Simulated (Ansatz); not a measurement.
BH₃···C₂H₆

```csv
atom,x (Å),y (Å),z (Å)
B,-0.5575,1.7892,0.4349
C,0.5930,-0.2734,-0.4712
C,-0.0186,-1.5760,-0.0024
H,-1.5945,1.2542,0.1804
H,-0.0418,2.5072,-0.3682
H,0.5640,0.4752,0.3558
H,-0.1740,1.8073,1.5699
H,1.6608,-0.3595,-0.6875
H,0.1013,0.1222,-1.3582
H,0.0756,-2.3448,-0.7728
H,0.4723,-1.9472,0.8994
H,-1.0803,-1.4543,0.2197
```

The product side of a reaction path; geometry: PBE0-D4/def2-TZVP.

Theory: RKS PBE0-D4/def2-TZVPP (Ansatz 0.2.0).

### What will maps of the electron density and electron localisation function show?

C–C (1.51 Å): the density is about 1.7 e/Å³ at the midpoint; the ELF peaks at about 0.95 between the atoms: localised, covalent bonding.
C–H (1.09 Å): the density is about 2 e/Å³ at the midpoint; the ELF climbs to about 1 towards the hydrogen, as it does in any bond to H (an ordinary covalent bond to hydrogen).

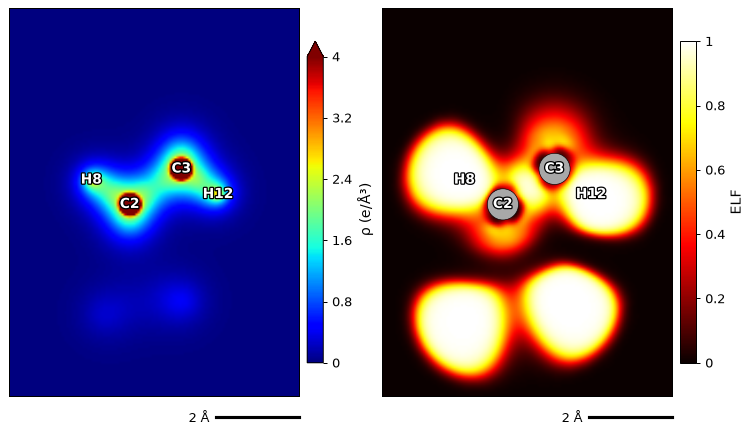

Computed electron density and electron localisation function on the plane of atoms C2, C3 and H12, in this order. Grey discs cover the atomic cores in the ELF map. 
